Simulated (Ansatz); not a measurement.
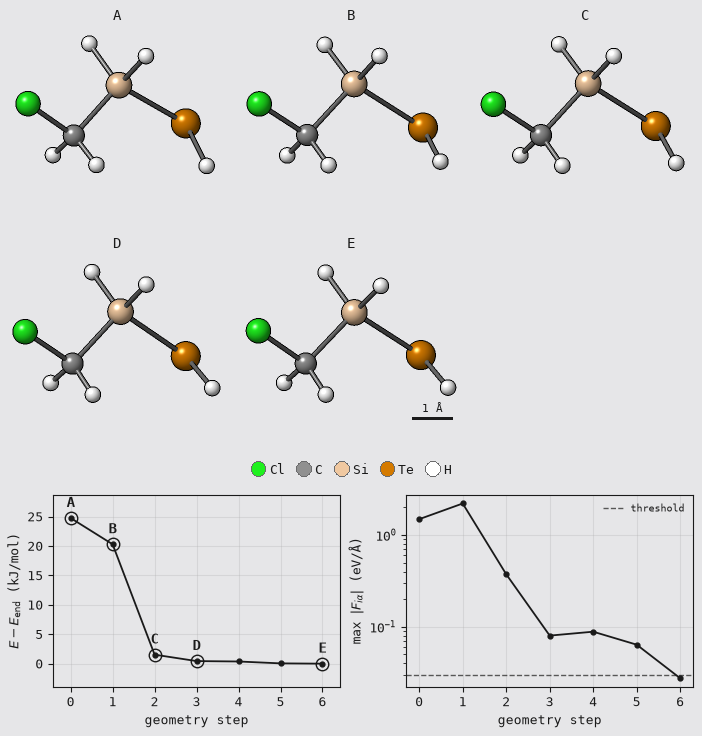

Frames of a relaxation of CH5ClSiTe (coarse preliminary run), marked on the history of the run. The picture is a ball-and-stick view, seen at a tilt.

The start comes from a force field.

Theory: Ansatz 0.2.0, RKS PBE-D4/def2-SVP. Settings: force threshold 0.03 eV/Å; at most 200 steps.

Describe the path.

After 6 geometry steps the energy has fallen by 24.8 kJ/mol. Largest force component: 1.5 eV/Å at the start, 0.028 eV/Å at the end. The largest move after the best rigid fit is that of an H atom, 0.27 Å. By element the largest moves are H 0.27 Å, Te 0.11 Å, Cl 0.11 Å, C 0.05 Å, Si 0.05 Å. Among the contacts that change: H–Te 1.816 → 1.684 Å, Si–Te 2.447 → 2.528 Å, C–Si 1.839 → 1.902 Å, C–Cl 1.754 → 1.811 Å. Bond angles that change, for instance: H–Si–H 105.3° → 110.6°, Te–Si–H 108.5° → 105.4°, Cl–C–H 110.9° → 108.2°. From step 0 to 1: an H atom moves most (0.19 Å), energy −4.46 kJ/mol. From step 1 to 2: an H atom moves most (0.08 Å), energy −18.8 kJ/mol. From step 2 to 3: an H atom moves most (0.13 Å), energy −1.09 kJ/mol. From step 3 to 6: an H atom moves most (0.05 Å), energy −0.44 kJ/mol.

```
step  E − E(0), kJ/mol  largest force component, eV/Å
   0              0.00                         1.4878
   1             -4.46                         2.2047
   2            -23.22                         0.3741
   3            -24.31                         0.0803
   4            -24.38                         0.0885
   5            -24.70                         0.0639
   6            -24.75                         0.0276
```
